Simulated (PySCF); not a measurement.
**[ReO2F2]−: other functionals and bases at one geometry**

Aim: see how levels, charges and forces of [ReO2F2]− depend on the level of theory. It is a constructed species; whether it can be made isn't addressed.

Computed with PySCF 2.14.0. Level: several levels, as the steps say, no spin–orbit coupling.

2 further runs of the same task are left out: 2 for a known fault of the program.

### 1 The starting structure

5 atoms, charge -1, spin multiplicity 1.

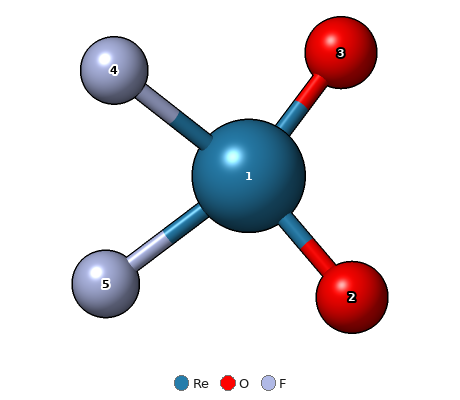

The geometry (rhenium blue, oxygen red, fluorine light blue); atoms are numbered from 1 in the order of the file.

Geometry (Å):

| atom | x (Å) | y (Å) | z (Å) |
| --- | --- | --- | --- |
| Re1 | 0.06654 | 0.06654 | 0.00000 |
| O2 | 1.72539 | -0.10357 | 0.45183 |
| O3 | -0.10357 | 1.72539 | -0.45183 |
| F4 | -1.80746 | -0.17121 | 0.44019 |
| F5 | -0.17121 | -1.80746 | -0.44019 |

Formal oxidation states: Re +5. An earlier session relaxed this geometry at PBE, Re def2-SVP with ECP60, O def2-SVP, F def2-SVP (singlet, point group C2).

At PBE on the finer grid: E = -428.090954 Eh, HOMO 0.21 eV, LUMO 2.08 eV, Mulliken charge on Re1 +0.52 e, largest force component 0.004 eV/Å. The highest filled level lies above zero; it isn't the detachment energy.

Levels to run: TPSS; HF; M06-L; CAM-B3LYP; PBE, TZVP; PBE, x2c-SVP. Hardware: 2 threads of Intel Xeon 6975P-C (Granite Rapids), shared host.

### 2 TPSS

run.py (the lines that set the calculation) reads:

```python
mol = gto.M(atom='''
Re     0.06654     0.06654     0.00000
O      1.72539    -0.10357     0.45183
O     -0.10357     1.72539    -0.45183
F     -1.80746    -0.17121     0.44019
F     -0.17121    -1.80746    -0.44019''',
    basis={'Re': 'def2-SVP', 'O': 'def2-SVP', 'F': 'def2-SVP'},
    ecp={'Re': 'def2-SVP'},
    charge=-1, spin=0)
mf = dft.RKS(mol, xc='TPSS')
mf.grids.atom_grid = (75, 302)
mf = mf.density_fit()  # fitting sets: Re def2-universal-JKFIT, O def2-universal-JKFIT, F def2-universal-JKFIT
mf.conv_tol = 1e-08; mf.max_cycle = 55
mf.kernel(dm0)  # dm0: the density of the relaxed state
```

Launch:

```sh
OMP_NUM_THREADS=2 python run.py
```

Output:

```text
init E= -428.409539109138
  HOMO = 0.00580184411166584  LUMO = 0.083054806103279  gap/eV = 2.10216
cycle= 1 E= -428.406950423888  delta_E= 0.00259  |g|= 0.137  |ddm|= 0.188
  HOMO = -0.0148456697197794  LUMO = 0.064709685985624  gap/eV = 2.16481
cycle= 2 E= -428.329177917032  delta_E= 0.0778  |g|= 0.647  |ddm|= 0.528
  HOMO = 0.00226453978940455  LUMO = 0.0800736721322406  gap/eV = 2.11729
cycle= 3 E= -428.409666213309  delta_E= -0.0805  |g|= 0.0712  |ddm|= 0.444
  HOMO = 0.00298819262826555  LUMO = 0.0808022968609905  gap/eV = 2.11743
cycle= 4 E= -428.410655778858  delta_E= -0.00099  |g|= 0.00572  |ddm|= 0.055
  HOMO = 0.00263212407291036  LUMO = 0.0803556708598241  gap/eV = 2.11497
cycle= 5 E= -428.410660413703  delta_E= -4.63e-06  |g|= 0.00242  |ddm|= 0.00455
  HOMO = 0.00287935997060629  LUMO = 0.0806445995133457  gap/eV = 2.11610
cycle= 6 E= -428.410661767005  delta_E= -1.35e-06  |g|= 0.000416  |ddm|= 0.00258
  HOMO = 0.00288155784885546  LUMO = 0.0806452800183698  gap/eV = 2.11606
cycle= 7 E= -428.410661801417  delta_E= -3.44e-08  |g|= 0.000137  |ddm|= 0.000327
  HOMO = 0.00288236291686417  LUMO = 0.0806459681956622  gap/eV = 2.11606
cycle= 8 E= -428.410661804616  delta_E= -3.2e-09  |g|= 5.88e-05  |ddm|= 0.000119
  HOMO = 0.00288811961661395  LUMO = 0.0806513461854597  gap/eV = 2.11605
Extra cycle  E= -428.410661789626  delta_E= 1.5e-08  |g|= 0.000275  |ddm|= 0.000229
converged SCF energy = -428.410661789626
```

It took 4.1 s on 2 threads of Intel Xeon 6975P-C (Granite Rapids), shared host.

Read off: E = -428.410662 Eh, HOMO 0.08 eV, LUMO 2.19 eV, Mulliken charge on Re1 +0.64 e, largest force component 0.115 eV/Å. The highest filled level lies above zero; it isn't the detachment energy.

### 3 HF

run.py (the lines that set the calculation), as its differences from that of step 2:

```diff
@@ -9,4 +9,3 @@
     charge=-1, spin=0)
-mf = dft.RKS(mol, xc='TPSS')
-mf.grids.atom_grid = (75, 302)
+mf = scf.RHF(mol)
 mf = mf.density_fit()  # fitting sets: Re def2-universal-JKFIT, O def2-universal-JKFIT, F def2-universal-JKFIT
```

Launch:

```sh
OMP_NUM_THREADS=2 python run.py
```

Output:

```text
init E= -425.835984815636
  HOMO = -0.119909966798826  LUMO = 0.269031579863007  gap/eV = 10.58364
cycle= 1 E= -425.907893245418  delta_E= -0.0719  |g|= 0.354  |ddm|= 0.844
  HOMO = -0.23351025616849  LUMO = 0.187396858876232  gap/eV = 11.45347
cycle= 2 E= -425.902480146551  delta_E= 0.00541  |g|= 0.416  |ddm|= 0.708
  HOMO = -0.192724767127807  LUMO = 0.236870416410763  gap/eV = 11.68988
cycle= 3 E= -425.936645204278  delta_E= -0.0342  |g|= 0.0604  |ddm|= 0.345
  HOMO = -0.192802393459864  LUMO = 0.243308309206553  gap/eV = 11.86718
cycle= 4 E= -425.937905247227  delta_E= -0.00126  |g|= 0.0238  |ddm|= 0.0884
  HOMO = -0.197632234953577  LUMO = 0.244904829575712  gap/eV = 12.04205
cycle= 5 E= -425.938326765447  delta_E= -0.000422  |g|= 0.00738  |ddm|= 0.0765
  HOMO = -0.198772981311535  LUMO = 0.244398833461191  gap/eV = 12.05932
cycle= 6 E= -425.938380897103  delta_E= -5.41e-05  |g|= 0.0041  |ddm|= 0.0215
  HOMO = -0.198547760882441  LUMO = 0.245040901419022  gap/eV = 12.07066
cycle= 7 E= -425.93841309289  delta_E= -3.22e-05  |g|= 0.00239  |ddm|= 0.0192
  HOMO = -0.198709779320513  LUMO = 0.2452356227344  gap/eV = 12.08037
cycle= 8 E= -425.938434549024  delta_E= -2.15e-05  |g|= 0.00128  |ddm|= 0.0202
  HOMO = -0.198754666855194  LUMO = 0.245272858073739  gap/eV = 12.08260
cycle= 9 E= -425.938441464502  delta_E= -6.92e-06  |g|= 0.000452  |ddm|= 0.0153
  HOMO = -0.198735490497842  LUMO = 0.245277180749939  gap/eV = 12.08220
cycle= 10 E= -425.93844204077  delta_E= -5.76e-07  |g|= 0.000246  |ddm|= 0.00409
  HOMO = -0.198730135204187  LUMO = 0.245289282536684  gap/eV = 12.08238
cycle= 11 E= -425.938442159857  delta_E= -1.19e-07  |g|= 0.000111  |ddm|= 0.00143
  HOMO = -0.198736664489033  LUMO = 0.245276777408221  gap/eV = 12.08222
cycle= 12 E= -425.938442196018  delta_E= -3.62e-08  |g|= 5.06e-05  |ddm|= 0.000931
  HOMO = -0.198736452780871  LUMO = 0.245274703734541  gap/eV = 12.08216
cycle= 13 E= -425.938442199436  delta_E= -3.42e-09  |g|= 4.27e-05  |ddm|= 0.000196
  HOMO = -0.198734349924617  LUMO = 0.245275299436223  gap/eV = 12.08212
Extra cycle  E= -425.9384422004  delta_E= -9.63e-10  |g|= 4.38e-05  |ddm|= 8.7e-05
converged SCF energy = -425.9384422004
```

It took 1.2 s on 2 threads of Intel Xeon 6975P-C (Granite Rapids), shared host.

Result: E = -425.938442 Eh, HOMO -5.41 eV, LUMO 6.67 eV, Mulliken charge on Re1 +1.46 e, largest force component 2.721 eV/Å. 

### 4 M06-L

run.py (the lines that set the calculation), as its differences from that of step 3:

```diff
@@ -9,3 +9,4 @@
     charge=-1, spin=0)
-mf = scf.RHF(mol)
+mf = dft.RKS(mol, xc='M06L')
+mf.grids.atom_grid = (75, 302)
 mf = mf.density_fit()  # fitting sets: Re def2-universal-JKFIT, O def2-universal-JKFIT, F def2-universal-JKFIT
```

Launch:

```sh
OMP_NUM_THREADS=2 python run.py
```

Output:

```text
init E= -428.345972647457
  HOMO = 0.00401537266724716  LUMO = 0.0818963670337544  gap/eV = 2.11925
cycle= 1 E= -428.348764134472  delta_E= -0.00279  |g|=  0.2  |ddm|= 0.494
  HOMO = -0.0242856283529029  LUMO = 0.0594836552212652  gap/eV = 2.27948
cycle= 2 E= -428.221752757114  delta_E= 0.127  |g|= 0.831  |ddm|=  0.7
  HOMO = 0.000715011848587466  LUMO = 0.0802387059540017  gap/eV = 2.16395
cycle= 3 E= -428.35370327713  delta_E= -0.132  |g|= 0.123  |ddm|= 0.577
  HOMO = 0.000833052491788777  LUMO = 0.0814551998920737  gap/eV = 2.19384
cycle= 4 E= -428.356676420541  delta_E= -0.00297  |g|= 0.0125  |ddm|= 0.0971
  HOMO = -9.06191881462348e-05  LUMO = 0.0801195355580599  gap/eV = 2.18263
cycle= 5 E= -428.356701397962  delta_E= -2.5e-05  |g|= 0.00499  |ddm|= 0.013
  HOMO = 0.000585373887826535  LUMO = 0.0808720567503202  gap/eV = 2.18471
cycle= 6 E= -428.356707378353  delta_E= -5.98e-06  |g|= 0.000359  |ddm|= 0.00522
  HOMO = 0.00059787062702199  LUMO = 0.0808843353164665  gap/eV = 2.18471
cycle= 7 E= -428.356707403671  delta_E= -2.53e-08  |g|= 0.000156  |ddm|= 0.000756
  HOMO = 0.000598524945623069  LUMO = 0.0808861009987687  gap/eV = 2.18474
cycle= 8 E= -428.356707400741  delta_E= 2.93e-09  |g|= 0.000193  |ddm|= 0.000221
  HOMO = 0.000599128073240252  LUMO = 0.0808876150924977  gap/eV = 2.18476
cycle= 9 E= -428.356707408731  delta_E= -7.99e-09  |g|= 7.53e-06  |ddm|= 0.000148
  HOMO = 0.000599529791017517  LUMO = 0.0808886284459315  gap/eV = 2.18478
Extra cycle  E= -428.356707408615  delta_E= 1.16e-10  |g|= 2.5e-05  |ddm|= 2.58e-05
converged SCF energy = -428.356707408615
```

Wall time 4.4 s (2 threads of Intel Xeon 6975P-C (Granite Rapids), shared host).

It gives: E = -428.356707 Eh, HOMO 0.02 eV, LUMO 2.20 eV, Mulliken charge on Re1 +0.93 e, largest force component 0.612 eV/Å. The highest filled level lies above zero; it isn't the detachment energy.

### 5 CAM-B3LYP

run.py (the lines that set the calculation), as its differences from that of step 4:

```diff
@@ -9,3 +9,3 @@
     charge=-1, spin=0)
-mf = dft.RKS(mol, xc='M06L')
+mf = dft.RKS(mol, xc='CAMB3LYP')
 mf.grids.atom_grid = (75, 302)
```

Launch:

```sh
OMP_NUM_THREADS=2 python run.py
```

Output:

```text
init E= -428.19161368798
  HOMO = -0.08077830060477  LUMO = 0.165491557916096  gap/eV = 6.70134
cycle= 1 E= -428.191384223679  delta_E= 0.000229  |g|= 0.239  |ddm|= 0.334
  HOMO = -0.12945688486862  LUMO = 0.119922617945112  gap/eV = 6.78596
cycle= 2 E= -428.138210190711  delta_E= 0.0532  |g|= 0.587  |ddm|= 0.602
  HOMO = -0.1019588106547  LUMO = 0.149036424764053  gap/eV = 6.82993
cycle= 3 E= -428.201918651325  delta_E= -0.0637  |g|= 0.0572  |ddm|= 0.405
  HOMO = -0.100363921523162  LUMO = 0.151314926469817  gap/eV = 6.84853
cycle= 4 E= -428.202516075066  delta_E= -0.000597  |g|= 0.00874  |ddm|= 0.0411
  HOMO = -0.0996818704640354  LUMO = 0.153349067937851  gap/eV = 6.88532
cycle= 5 E= -428.202553272025  delta_E= -3.72e-05  |g|= 0.00279  |ddm|= 0.0265
  HOMO = -0.100299673774025  LUMO = 0.152816897900995  gap/eV = 6.88765
cycle= 6 E= -428.202558441669  delta_E= -5.17e-06  |g|= 0.000965  |ddm|= 0.00862
  HOMO = -0.100239473399146  LUMO = 0.152989775649919  gap/eV = 6.89072
cycle= 7 E= -428.202560405527  delta_E= -1.96e-06  |g|= 0.000401  |ddm|= 0.00643
  HOMO = -0.100225929964321  LUMO = 0.153037599522261  gap/eV = 6.89165
cycle= 8 E= -428.202560938513  delta_E= -5.33e-07  |g|= 0.000158  |ddm|= 0.00361
  HOMO = -0.100229633036317  LUMO = 0.153041686230983  gap/eV = 6.89186
cycle= 9 E= -428.202561019938  delta_E= -8.14e-08  |g|= 6.27e-05  |ddm|= 0.00169
  HOMO = -0.100232908399828  LUMO = 0.153038574051167  gap/eV = 6.89187
cycle= 10 E= -428.202561023697  delta_E= -3.76e-09  |g|= 4.44e-05  |ddm|= 0.00033
  HOMO = -0.100234254683979  LUMO = 0.153036181357391  gap/eV = 6.89184
Extra cycle  E= -428.202561022399  delta_E= 1.3e-09  |g|= 0.000102  |ddm|= 0.000109
converged SCF energy = -428.202561022399
```

Run time: 3.4 s. Hardware: 2 threads of Intel Xeon 6975P-C (Granite Rapids), shared host.

Result: E = -428.202561 Eh, HOMO -2.73 eV, LUMO 4.16 eV, Mulliken charge on Re1 +0.76 e, largest force component 1.246 eV/Å. 

### 6 PBE, TZVP

Basis: Re def2-TZVP with ECP60, O def2-TZVP, F def2-TZVP. 

run.py (the lines that set the calculation) reads:

```python
mol = gto.M(atom='''
Re     0.06654     0.06654     0.00000
O      1.72539    -0.10357     0.45183
O     -0.10357     1.72539    -0.45183
F     -1.80746    -0.17121     0.44019
F     -0.17121    -1.80746    -0.44019''',
    basis={'Re': 'def2-TZVP', 'O': 'def2-TZVP', 'F': 'def2-TZVP'},
    ecp={'Re': 'def2-TZVP'},
    charge=-1, spin=0)
mf = dft.RKS(mol, xc='PBE')
mf.grids.atom_grid = (75, 302)
mf = mf.density_fit()  # fitting sets: Re def2-universal-JKFIT, O def2-universal-JKFIT, F def2-universal-JKFIT
mf.conv_tol = 1e-08; mf.max_cycle = 55
mf.kernel(dm0)  # dm0: free metal ions and neutral atoms
```

Launch:

```sh
OMP_NUM_THREADS=2 python run.py
```

Output:

```text
init E= -438.585280819656
  HOMO = 0.084002807910441  LUMO = 0.181024611855647  gap/eV = 2.64010
cycle= 1 E= -427.60243756228  delta_E=   11  |g|= 2.59  |ddm|= 2.96
  HOMO = -0.0651565131989426  LUMO = -0.0443225332364387  gap/eV = 0.56692
cycle= 2 E= -426.264084395804  delta_E= 1.34  |g|= 3.99  |ddm|= 3.11
  HOMO = -0.00121648286105014  LUMO = 0.0488274380049712  gap/eV = 1.36176
cycle= 3 E= -428.287225435772  delta_E= -2.02  |g|= 1.21  |ddm|= 1.93
  HOMO = -0.0343584704042969  LUMO = 0.0354906829757865  gap/eV = 1.90069
cycle= 4 E= -427.871094278086  delta_E= 0.416  |g|= 1.92  |ddm|= 1.39
  HOMO = 0.0145086788442406  LUMO = 0.0841107415770595  gap/eV = 1.89397
cycle= 5 E= -428.535946586805  delta_E= -0.665  |g|= 0.18  |ddm|= 1.03
  HOMO = -0.0111254247491033  LUMO = 0.0544323444604637  gap/eV = 1.78392
cycle= 6 E= -428.536789187074  delta_E= -0.000843  |g|= 0.17  |ddm|= 0.322
  HOMO = 0.000444080310078476  LUMO = 0.0667405767457289  gap/eV = 1.80402
cycle= 7 E= -428.542653720111  delta_E= -0.00586  |g|= 0.0309  |ddm|= 0.142
  HOMO = 0.000705415934348252  LUMO = 0.0669579846975172  gap/eV = 1.80282
cycle= 8 E= -428.542838271009  delta_E= -0.000185  |g|= 0.00736  |ddm|= 0.0149
  HOMO = 0.000917280256622632  LUMO = 0.0671489646656454  gap/eV = 1.80226
cycle= 9 E= -428.542848666587  delta_E= -1.04e-05  |g|= 0.00123  |ddm|= 0.00447
  HOMO = 0.000935311613151413  LUMO = 0.0671635376570298  gap/eV = 1.80216
cycle= 10 E= -428.542848924759  delta_E= -2.58e-07  |g|= 0.000127  |ddm|= 0.00061
  HOMO = 0.000939672040274786  LUMO = 0.0671673230324195  gap/eV = 1.80215
cycle= 11 E= -428.542848927841  delta_E= -3.08e-09  |g|= 9.24e-06  |ddm|= 8.47e-05
  HOMO = 0.000940885432314076  LUMO = 0.0671687111646651  gap/eV = 1.80215
Extra cycle  E= -428.54284892779  delta_E= 5.01e-11  |g|= 1.85e-05  |ddm|= 2.12e-05
converged SCF energy = -428.54284892779
```

Wall time 7.9 s (2 threads of Intel Xeon 6975P-C (Granite Rapids), shared host).

It gives: E = -428.542849 Eh, HOMO 0.03 eV, LUMO 1.83 eV, Mulliken charge on Re1 +0.87 e, largest force component 0.285 eV/Å. The highest filled level lies above zero; it isn't the detachment energy.

### 7 PBE, x2c-SVP

Basis: Re x2c-SVPall, O x2c-SVPall, F x2c-SVPall. All electrons are treated, with the spin-free X2C Hamiltonian.

run.py (the lines that set the calculation) reads:

```python
mol = gto.M(atom='''
Re     0.06654     0.06654     0.00000
O      1.72539    -0.10357     0.45183
O     -0.10357     1.72539    -0.45183
F     -1.80746    -0.17121     0.44019
F     -0.17121    -1.80746    -0.44019''',
    basis={'Re': 'x2c-SVPall', 'O': 'x2c-SVPall', 'F': 'x2c-SVPall'},
    nucmod='G',
    charge=-1, spin=0)
mf = dft.RKS(mol, xc='PBE')
mf.grids.atom_grid = (99, 590)
mf = mf.density_fit()  # fitting sets: Re AutoAux, O AutoAux, F AutoAux
mf = mf.sfx2c1e()
mf.conv_tol = 1e-08; mf.max_cycle = 55
mf.kernel(dm0)  # dm0: free metal ions and neutral atoms
```

Launch:

```sh
OMP_NUM_THREADS=2 python run.py
```

Output:

```text
init E= -17053.6624045854
  HOMO = 0.0953482159028885  LUMO = 0.189346872404418  gap/eV = 2.55783
cycle= 1 E= -17042.0092591608  delta_E= 11.7  |g|= 2.28  |ddm|= 3.87
  HOMO = -0.0560166567380298  LUMO = -0.0317365124860425  gap/eV = 0.66070
cycle= 2 E= -17040.8155191922  delta_E= 1.19  |g|= 3.36  |ddm|= 3.83
  HOMO = 0.00626790616333039  LUMO = 0.0534206848689947  gap/eV = 1.28309
cycle= 3 E= -17042.5553471506  delta_E= -1.74  |g|= 1.34  |ddm|= 2.65
  HOMO = -0.0340794967209463  LUMO = 0.0330336197576626  gap/eV = 1.82624
cycle= 4 E= -17042.5567153784  delta_E= -0.00137  |g|= 1.37  |ddm|= 1.64
  HOMO = 0.00957509118188504  LUMO = 0.0780367986433321  gap/eV = 1.86294
cycle= 5 E= -17042.9037576356  delta_E= -0.347  |g|= 0.191  |ddm|= 0.874
  HOMO = -0.0109767507209746  LUMO = 0.0536542081452702  gap/eV = 1.75870
cycle= 6 E= -17042.9067627889  delta_E= -0.00301  |g|= 0.144  |ddm|= 0.304
  HOMO = -0.000470569693691303  LUMO = 0.065045877417932  gap/eV = 1.78279
cycle= 7 E= -17042.910996562  delta_E= -0.00423  |g|= 0.0276  |ddm|= 0.143
  HOMO = -0.000421437488992815  LUMO = 0.0650235305356206  gap/eV = 1.78085
cycle= 8 E= -17042.9111391711  delta_E= -0.000143  |g|= 0.00849  |ddm|= 0.0148
  HOMO = -0.000284449369325479  LUMO = 0.0651338417944713  gap/eV = 1.78012
cycle= 9 E= -17042.9111534765  delta_E= -1.43e-05  |g|= 0.00132  |ddm|= 0.00528
  HOMO = -0.000253722105948206  LUMO = 0.0651662772840959  gap/eV = 1.78017
cycle= 10 E= -17042.9111538036  delta_E= -3.27e-07  |g|= 4.9e-05  |ddm|= 0.000848
  HOMO = -0.000255725818496089  LUMO = 0.0651630769081198  gap/eV = 1.78014
cycle= 11 E= -17042.911153804  delta_E= -3.64e-10  |g|= 1.68e-05  |ddm|= 4.24e-05
  HOMO = -0.000253096919426987  LUMO = 0.0651653596216829  gap/eV = 1.78013
Extra cycle  E= -17042.9111538025  delta_E= 1.45e-09  |g|= 8.82e-05  |ddm|= 6.99e-05
converged SCF energy = -17042.9111538025
```

It took 18 s on 2 threads of Intel Xeon 6975P-C (Granite Rapids), shared host.

It gives: E = -17042.911154 Eh, HOMO -0.01 eV, LUMO 1.77 eV, Mulliken charge on Re1 +0.34 e, largest force component 0.864 eV/Å. 

### 8 Results

| level | state | HOMO (eV) | gap (eV) | charge on Re1 (e) | dipole (D) | largest force (eV/Å) | basis functions | time |
| --- | --- | --- | --- | --- | --- | --- | --- | --- |
| PBE (relaxed here) | singlet | 0.21 | 1.88 | 0.52 | 0.08 | 0.00 | 88 | 7.3 s |
| TPSS | singlet | 0.08 | 2.12 | 0.64 | 0.09 | 0.11 | 88 | 4.1 s |
| HF | singlet | -5.41 | 12.08 | 1.46 | 0.10 | 2.72 | 88 | 1.2 s |
| M06-L | singlet | 0.02 | 2.18 | 0.93 | 0.06 | 0.61 | 88 | 4.4 s |
| CAM-B3LYP | singlet | -2.73 | 6.89 | 0.76 | 0.00 | 1.25 | 88 | 3.4 s |
| PBE, TZVP | singlet | 0.03 | 1.80 | 0.87 | 0.03 | 0.29 | 164 | 7.9 s |
| PBE, x2c-SVP | singlet | -0.01 | 1.78 | 0.34 | 0.08 | 0.86 | 122 | 18 s |

Times are on 2 threads of Intel Xeon 6975P-C (Granite Rapids), shared host; the first row also made further properties. The dipole of a charged species depends on the origin, so these sizes hold for this origin alone.

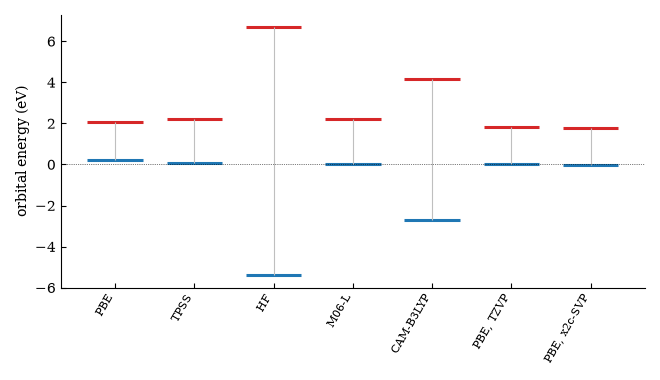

Highest filled and lowest empty level, method by method.

In one basis the HOMO–LUMO gap runs from 1.88 eV (PBE) to 12.08 eV (HF). The largest leftover force, 2.72 eV/Å with HF, stands at a geometry relaxed at another level. The Mulliken charge on Re spans +0.34 to +1.46 e over the levels. Total energies of different levels can't be compared. Spin–orbit coupling is left out throughout.
